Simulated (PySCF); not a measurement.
# AlHCl2 (SMILES [H][Al]([Cl])[Cl]) at 6 levels

Wanted: a comparison of 6 runs (B2PLYP/STO-3G, SVWN5/STO-3G, wB97X-V/STO-3G, MP2/STO-3G, BCCD(T)/STO-3G, FCI/STO-3G) of AlHCl2. Input form: a Python script.

Program for the calculation: PySCF 2.14.0.

3 further runs of the same task are left out: 3 set aside as unsound or not needed.

## (1) The molecule

AlHCl2: 4 atoms, total charge 0, spin state singlet. SMILES: `[H][Al]([Cl])[Cl]`. The Al1–H4 distance was set to 1.826 Å, away from the relaxed value.

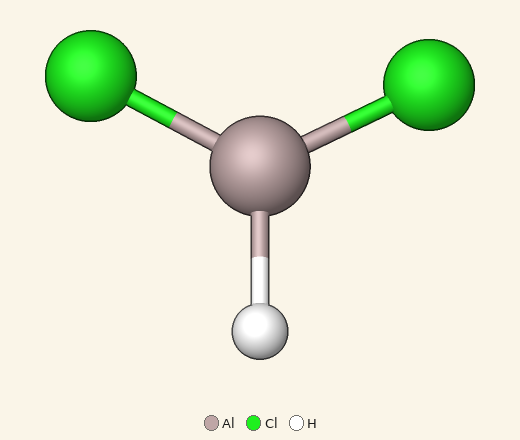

The structure, seen from a chosen angle (aluminium light grey, chlorine green, hydrogen white).

## (2) A single-point energy at B2PLYP/STO-3G (run 1)

The input, input.py:

```python
from pyscf import gto, dft, mp

system = gto.Mole()
system.atom = '''
Al     0.204801     0.341139    -0.001701
Cl     4.021292     0.148500     0.026078
Cl    -1.775500     3.611405    -0.030821
H     -1.565468    -2.620351     0.003742
'''
system.basis = 'sto-3g'
system.max_memory = 1860
system.unit = 'bohr'
system.verbose = 3
system.spin = 0
system.charge = 0
system.build()

mf = dft.RKS(system)
mf.xc = '0.53*HF + 0.47*B88, 0.73*LYP'
mf.conv_tol = 1e-10
mf.grids.level = 5
mf.kernel()
if not mf.converged:
    mf = mf.newton().run(mf.mo_coeff, mf.mo_occ)

pt = mp.MP2(mf, frozen=15).run()
e_final = mf.e_tot + 0.27 * pt.e_corr
print('PT2 part  %.8f' % (0.27 * pt.e_corr))
print('Final energy', e_final)
```

Launch:

```
$ OMP_NUM_THREADS=1 python input.py
```

Log:

```text
converged SCF energy = -1150.13521601464
E(RMP2) = -1150.18803017472  E_corr = -0.0528141600755783
E(SCS-RMP2) = -1150.19289982604  E_corr = -0.0576838113965628
PT2 part  -0.01425982
Final energy -1150.1494758378649
```

It took 3.6 s on 1 thread of Arm Neoverse V1, shared host; peak memory 0.23 GiB.

## (3) A single-point energy at SVWN5/STO-3G (run 2)

The input, run.py:

```python
from pyscf import gto, dft

mol = gto.Mole()
mol.atom = '''
Al     0.108376     0.180523    -0.000900
Cl     2.127976     0.078583     0.013800
Cl    -0.939554     1.911073    -0.016310
H     -0.828410    -1.386630     0.001980
'''
mol.charge = 0
mol.verbose = 3
mol.basis = 'sto-3g'
mol.max_memory = 1860
mol.build()

mf = dft.RKS(mol)
mf.xc = 'svwn'
mf.conv_tol = 1e-10
mf.grids.level = 5
mf.kernel()
if not mf.converged:
    mf = mf.newton().run(mf.mo_coeff, mf.mo_occ)

energy = mf.e_tot
print('Final energy', energy)
```

Launch:

```
$ OMP_NUM_THREADS=1 python run.py
```

Log:

```text
converged SCF energy = -1146.46527349165
Final energy -1146.4652734916504
```

Wall time 2.1 s (1 thread of Arm Neoverse V1, shared host); peak memory 0.15 GiB.

## (4) A single-point energy at wB97X-V/STO-3G (run 3)

The input, calc.py:

```python
from pyscf import gto, dft

mol = gto.M(
    atom='''
Al     0.204801     0.341139    -0.001701
Cl     4.021292     0.148500     0.026078
Cl    -1.775500     3.611405    -0.030821
H     -1.565468    -2.620351     0.003742
''',
    unit='bohr',
    verbose=3,
    basis='sto-3g',
    max_memory=1860,
)

calc0 = dft.RKS(mol, xc='wb97x-v')
calc0.nlcgrids.level = 1
calc0.grids.level = 5
calc0.conv_tol = 1e-10
calc0.kernel()
if not calc0.converged:
    calc0 = calc0.newton().run(calc0.mo_coeff, calc0.mo_occ)

etot = calc0.e_tot
print('E = %.10f Eh' % etot)
```

Launch:

```
$ OMP_NUM_THREADS=1 python calc.py
```

Log:

```text
converged SCF energy = -1150.47611796377
E = -1150.4761179638 Eh
```

Run time: 18 s. Hardware: 1 thread of Arm Neoverse V1, shared host; peak memory 0.23 GiB.

Runs 4 to 5 aren't shown in full; the table further down has their settings and results.

## (5) The energy at FCI/STO-3G (run 6)

The input, calc.py:

```python
from pyscf import gto, scf, mcscf
from pyscf import fci

mol = gto.M(
    atom='''
Al   0.108376   0.180523  -0.000900
Cl   2.127976   0.078583   0.013800
Cl  -0.939554   1.911073  -0.016310
H   -0.828410  -1.386630   0.001980
''',
    basis='sto-3g',
    charge=0,
    verbose=3,
    max_memory=1860,
)

mf = scf.RHF(mol)
mf.conv_tol = 1e-10
mf.kernel()
if not mf.converged:
    mf = mf.newton().run(mf.mo_coeff, mf.mo_occ)

cas = mcscf.CASCI(mf, mf.mo_coeff.shape[-1] - 15, (mol.nelec[0] - 15, mol.nelec[1] - 15))  # full CI above the frozen core
cas.fcisolver = fci.direct_spin0.FCI(mol)  # even spin states alone
cas.kernel()
print('<S^2> = %.4f' % cas.fcisolver.spin_square(cas.ci, cas.ncas, cas.nelecas)[0])
etot = cas.e_tot
print('Final energy', etot)
```

Launch:

```
$ OMP_NUM_THREADS=1 python calc.py
```

Log:

```text
converged SCF energy = -1148.89046825757
CASCI E = -1148.94461973574  E(CI) = -52.9316658670348  S^2 = 0.0000000
<S^2> = 0.0000
Final energy -1148.9446197357422
```

It took 7.5 s on 1 thread of Arm Neoverse V1, shared host; peak memory 0.23 GiB.

## (6) The series

```tsv
run	level	frozen core orbitals	nlc grid	energy (Eh)	dipole moment (D) of the reference	HOMO energy (eV)	LUMO energy (eV)	wall time
1	B2PLYP/STO-3G	15	–	-1150.149476	1.63	-7.67	4.32	3.6 s
2	SVWN5/STO-3G	–	–	-1146.465273	1.54	-5.09	1.62	2.1 s
3	wB97X-V/STO-3G	–	1	-1150.476118	1.65	-8.93	5.14	18 s
4	MP2/STO-3G	15	–	-1148.928232	1.76	-9.59	7.04	0.81 s
5	BCCD(T)/STO-3G	15	–	-1148.944380	–	–	–	1.1 s
6	FCI/STO-3G	15	–	-1148.944620	1.76	-9.59	7.04	7.5 s
```

## (7) Outcome

```
                                           quantity           value
                                run 6: total energy  -1148.94462 Eh
        run 6: dipole moment (Hartree–Fock density)          1.76 D
         run 6: HOMO energy (Hartree–Fock orbitals)        -9.59 eV
         run 6: LUMO energy (Hartree–Fock orbitals)         7.04 eV
       run 6: HOMO–LUMO gap (Hartree–Fock orbitals)        16.63 eV
run 6: correlation energy (15 core orbitals frozen)       -54.2 mEh
```

What this shows: Against full CI in this basis: MP2 +16.4 mEh; BCCD(T) +0.2 mEh. Over runs 1, 2, 3 the dipole moment (its size) runs from 1.54 D (SVWN5/STO-3G) to 1.65 D (wB97X-V/STO-3G). Over runs 1, 2, 3 the HOMO–LUMO gap runs from 6.71 eV (SVWN5/STO-3G) to 14.07 eV (wB97X-V/STO-3G). Totals of different functionals can't be ranked against each other. In runs 1, 2, 3, 4, 5, 6 the basis is minimal, so the values are rough. All runs together took 33 s, the longest 18 s.
